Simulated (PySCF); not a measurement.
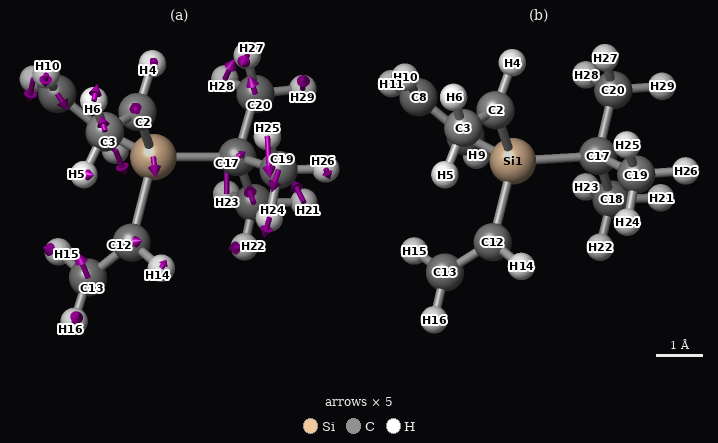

The structure of C₁₀H₁₈Si before (left) and after (right) a relaxation, at one scale. The purple arrows give the displacements, magnified 5 times.

The picture is a ball-and-stick view, seen at a tilt.

The start comes from GFN2-xTB. Its atoms were then displaced at random by about 0.03 Å.

All numbers below come from PySCF 2.14.0, density-fitted response routines, PBE0-D3(BJ)/def2-SVP geometry optimisation, gas phase. 

Q: Summarise the run.

A: An H atom moves most after the best rigid fit: 0.20 Å. By element the largest moves are H 0.20 Å, C 0.13 Å, Si 0.10 Å. Near-neighbour distances that change, for instance: C–H 0.996 → 1.096 Å, C–Si 1.977 → 1.877 Å, C–H 1.020 → 1.099 Å, C–H 1.170 → 1.102 Å. Among the angles between lasting bonds that change: C–C–H 113.0° → 121.5°, C–C–H 130.1° → 122.3°, C–C–C 104.0° → 109.7°. After 10 geometry steps the energy has fallen by 32.2 kcal/mol. The run took 4.9 min on 2 threads of Intel(R) Xeon(R) Platinum 8259CL CPU @ 2.50GHz, on a shared host.
